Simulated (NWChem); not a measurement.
# MgHSCl (SMILES [SH][Mg][Cl]): MP2/pcseg-1

Aim: the vertical singlet–triplet gap of MgHSCl at MP2/pcseg-1, from 2 runs. 

Program for the calculation: NWChem 7.3.0.

2 further runs of the same task are left out: 1 that didn't finish, 1 set aside as unsound or not needed.

### 1 The structure to begin with

MgHSCl: 4 atoms, total charge 0, spin state singlet. As SMILES, `[SH][Mg][Cl]`. Geometry: relaxed at PBE0-D4/def2-TZVP.

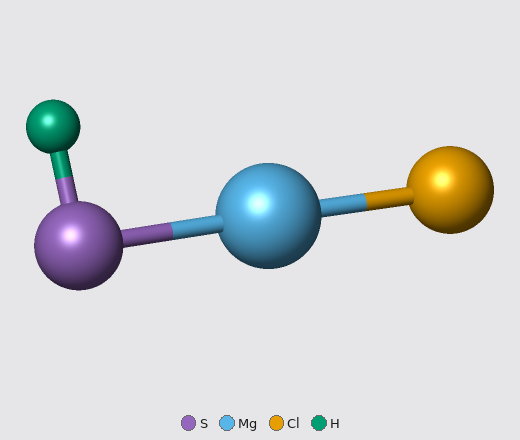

Viewed from a chosen angle; sulfur purple, magnesium blue, chlorine amber, hydrogen teal.

### 2 Energy and forces at MP2/pcseg-1

Contents of clhmgs.nw:

```
start clhmgs
memory total 2200 mb

geometry units angstroms noautosym nocenter noautoz
S    -0.319800    1.572300   -0.514300
Mg   -0.241400   -0.656200   -0.055400
Cl   -0.189400   -2.791200    0.368500
H     0.806300    1.814800    0.180700
end

basis spherical bse
S library pcseg-1
Mg library pcseg-1
Cl library pcseg-1
H library pcseg-1
end

scf
thresh 1e-08
maxiter 60
end

mp2
freeze core 11
end

task mp2 gradient
```

On the command line:

```sh
$ nwchem clhmgs.nw > clhmgs.out
```

Log:

```text
[...]
  functions       =    51
[...]
  wavefunction    = RHF
[...]
         Total SCF energy =  -1057.253223818827
      One-electron energy =  -1739.151367216508
      Two-electron energy =    544.813301613479
 Nuclear repulsion energy =    137.084841784201
        Time for solution =      3.6s
[...]
          Total MP2 energy         -1057.532973695518
[...]
                         mp2 ENERGY GRADIENTS
    atom               coordinates                        gradient
                 x          y          z           x          y          z
   1 S      -0.604334   2.971216  -0.971886   -0.000616  -0.008089   0.001072
   2 Mg     -0.456180  -1.240038  -0.104691    0.001119  -0.003762   0.001424
   3 Cl     -0.357914  -5.274603   0.696364   -0.000411   0.013834  -0.002798
   4 H       1.523686   3.429475   0.341473   -0.000093  -0.001984   0.000302
[...]
```

Run time: 12 s. Hardware: 1 thread of AMD EPYC 7B13 (Zen 3), shared host; peak memory 0.12 GiB.

### 3 The triplet at the same level

Contents of clhmgs.xyz:

```xyz
4
ClHMgS gradient
S     -0.319800     1.572300    -0.514300
Mg    -0.241400    -0.656200    -0.055400
Cl    -0.189400    -2.791200     0.368500
H      0.806300     1.814800     0.180700
```

Contents of run.py:

```python
from ase.io import read
from ase.calculators.nwchem import NWChem

molecule = read('clhmgs.xyz')

calc = NWChem(
    label='clhmgs',
    theory='mp2',
    memory='2200 mb',
    basis='pcseg-1',
    basispar='spherical bse',
    scf={'nopen': '2', 'uhf': None, 'thresh': '1e-08', 'maxiter': '80'},
    mp2={'freeze': 'core 11'},
)
molecule.calc = calc

forces = molecule.get_forces()
print("Total energy (eV):", round(molecule.get_potential_energy(), 6))
print("forces (eV/A):")
for s, f in zip(molecule.symbols, forces):
    print(f"{s:2s} {f[0]:10.5f} {f[1]:10.5f} {f[2]:10.5f}")
```

On the command line:

```sh
$ export ASE_NWCHEM_COMMAND="nwchem PREFIX.nwi > PREFIX.nwo"
$ python run.py
```

Log:

```text
Total energy (eV): -28772.282305
forces (eV/A):
S    -0.67882    3.00793   -0.99574
Mg    0.04967   -2.02382    0.40325
Cl    0.02288   -1.20852    0.23546
H     0.60627    0.22446    0.35702
```

The calculator wrote clhmgs.nwi:

```
title "clhmgs"

permanent_dir clhmgs

scratch_dir clhmgs

start clhmgs

geometry units angstrom nocenter noautosym noautoz
  S  -3.1979999999999997e-01 1.5723000000000000e+00 -5.1429999999999998e-01
  Mg -2.4140000000000000e-01 -6.5620000000000001e-01 -5.5399999999999998e-02
  Cl -1.8940000000000001e-01 -2.7911999999999999e+00 3.6849999999999999e-01
  H  8.0630000000000002e-01 1.8148000000000000e+00 1.8070000000000000e-01
end

memory 2200 mb

basis spherical bse noprint
   * library pcseg-1
end

scf
  nopen 2
  uhf
  thresh 1e-08
  maxiter 80
end
mp2
  freeze core 11
end

task mp2 gradient
```

clhmgs.nwo:

```text
Northwest Computational Chemistry Package (NWChem) 7.3.0
             --------------------------------------------------------

           Job information
           ---------------

    nwchem branch   = 7.3.0
    use scalapack   = T
    input           = clhmgs.nwi
    prefix          = clhmgs.
    data base       = clhmgs/clhmgs.db
    status          = startup
    nproc           =        1

           Memory information
           ------------------

    heap     =     72089598 doubles =      550.0 Mbytes
    stack    =     72089595 doubles =      550.0 Mbytes
    global   =    144179200 doubles =     1100.0 Mbytes (distinct from heap & stack)
    total    =    288358393 doubles =     2200.0 Mbytes
    verify   = yes
    hardfail = no

           Directory information
           ---------------------

  0 permanent = clhmgs
  0 scratch   = clhmgs

                                NWChem Input Module
                                -------------------

                                      clhmgs
                                      ------

 Scaling coordinates for geometry "geometry" by  1.889725989
 (inverse scale =  0.529177249)

                             Geometry "geometry" -> ""
                             -------------------------

 Output coordinates in angstroms (scale by  1.889725989 to convert to a.u.)

  No.       Tag          Charge          X              Y              Z
 ---- ---------------- ---------- -------------- -------------- --------------
    1 S                   16.0000    -0.31980000     1.57230000    -0.51430000
    2 Mg                  12.0000    -0.24140000    -0.65620000    -0.05540000
    3 Cl                  17.0000    -0.18940000    -2.79120000     0.36850000
    4 H                    1.0000     0.80630000     1.81480000     0.18070000

      Atomic Mass
      -----------

[... 7 lines left out ...]
            Nuclear Dipole moment (a.u.)
[... 82 lines left out ...]
         Quadratically convergent UHF
[... 1 line left out ...]
 Convergence threshold     :          1.000E-08
[... 13 lines left out ...]
       Final UHF  results
[... 2 lines left out ...]
         Total SCF energy =  -1057.099863834039
      One electron energy =  -1738.125496250109
      Two electron energy =    543.940790631868
 Nuclear repulsion energy =    137.084841784201
[... 7 lines left out ...]
          Final alpha eigenvalues
[... 38 lines left out ...]
          Final beta eigenvalues
[... 38 lines left out ...]
                    UHF Final Alpha Molecular Orbital Analysis
[... 169 lines left out ...]
                     UHF Final Beta Molecular Orbital Analysis
[... 324 lines left out ...]
 CPHF converged to   8.4D-05 in   10 iters
[... 3 lines left out ...]
                Dipole Moments (a.u.)
[... 7 lines left out ...]
 MP2 alpha    natural orbital occupation numbers
[... 50 lines left out ...]
   49    0.0003
   50    0.0002
   51   -0.0009

 MP2 beta     natural orbital occupation numbers

              1
    1    1.0000
    2    1.0000
    3    1.0000
    4    1.0000
    5    1.0000
    6    1.0000
    7    1.0000
    8    1.0000
    9    1.0000
   10    1.0000
   11    1.0000
   12    0.9999
   13    0.9999
   14    0.9999
   15    0.9999
   16    0.9935
   17    0.9892
   18    0.9838
   19    0.9837
   20    0.9837
   21    0.9831
   22    0.9827
   23    0.0111
   24    0.0086
   25    0.0077
   26    0.0075
   27    0.0061
   28    0.0059
   29    0.0059
   30    0.0059
   31    0.0058
   32    0.0057
   33    0.0057
   34    0.0043
   35    0.0040
   36    0.0033
   37    0.0030
   38    0.0029
   39    0.0021
   40    0.0015
   41    0.0008
   42    0.0007
   43    0.0006
   44    0.0004
   45    0.0004
   46    0.0003
   47    0.0002
   48    0.0002
   49    0.0001
   50    0.0001
   51   -0.0001

  MP2 natural orbitals output to clhmgs/clhmgs.mp2nos

                         mp2 ENERGY GRADIENTS

    atom               coordinates                        gradient
                 x          y          z           x          y          z
   1 S      -0.604334   2.971216  -0.971886    0.013201  -0.058495   0.019364
   2 Mg     -0.456180  -1.240038  -0.104691   -0.000966   0.039357  -0.007842
   3 Cl     -0.357914  -5.274603   0.696364   -0.000445   0.023502  -0.004579
   4 H       1.523686   3.429475   0.341473   -0.011790  -0.004365  -0.006943

                 ----------------------------------------
                 |  Time  |  1-e(secs)   |  2-e(secs)   |
                 ----------------------------------------
                 |  CPU   |       0.00   |       2.72   |
                 ----------------------------------------
                 |  WALL  |       0.00   |       2.72   |
                 ----------------------------------------
 -----------------------
 Task  times  cpu:       16.5s     wall:       16.5s
 Total times  cpu:       16.6s     wall:       16.6s
```

It took 18 s on 1 thread of AMD EPYC 7B13 (Zen 3), shared host; peak memory 0.12 GiB.

### 4 Summary of results

Level: MP2/pcseg-1, 11 core orbitals frozen.

| quantity | value |
| --- | --- |
| singlet: total energy | -1057.53297 Eh |
| singlet: dipole moment (of the density that the program reports) | 1.20 D |
| singlet: HOMO energy (Hartree–Fock orbitals) | -10.28 eV |
| singlet: LUMO energy (Hartree–Fock orbitals) | 0.48 eV |
| singlet: HOMO–LUMO gap (Hartree–Fock orbitals) | 10.76 eV |
| singlet: correlation energy (11 core orbitals frozen) | -279.7 mEh |
| singlet: largest force on an atom | 0.726 eV/Å |
| triplet: total energy | -1057.36188 Eh |
| triplet: dipole moment (of the density that the program reports) | 7.19 D |
| triplet: HOMO energy (Hartree–Fock orbitals) (highest over α and β) | -4.95 eV |
| triplet: LUMO energy (Hartree–Fock orbitals) (lowest over α and β) | -2.47 eV |
| triplet: correlation energy (11 core orbitals frozen) | -262.0 mEh |
| triplet: ⟨S²⟩ of the reference determinant | 2.011 |
| triplet: largest force on an atom | 3.240 eV/Å |
| vertical energy of the triplet above the singlet | 4.656 eV |

At this shape the triplet lies 4.66 eV (107 kcal/mol) above the singlet. The largest force (singlet) is 0.73 eV/Å: the shape isn't a stationary point for this species at this level.
